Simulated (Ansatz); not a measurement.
The starting structures come from a database of crystals and need not be the phases stable at ambient conditions.

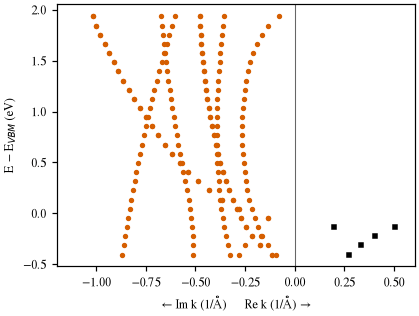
Complex bands at the centre of the two-dimensional zone; Ansatz (a first-principles code) with PBEsol

The gap is the functional's own, uncorrected, and κ follows it; spin-orbit coupling is left out. Mid-gap values are interpolated between the computed energies.

Question: This is LiAuO2 (I4_122, not sure to be the ambient phase, 8 atoms a cell, 11.8 Å³ an atom) along the normal of (001). Read off the slowest decay at the centre of the two-dimensional zone at 0.85 eV, the computed energy nearest the middle of the gap.

Answer: κ ≈ 0.27 1/Å, a decay length 1/(2κ) of the density of 1.9 Å.
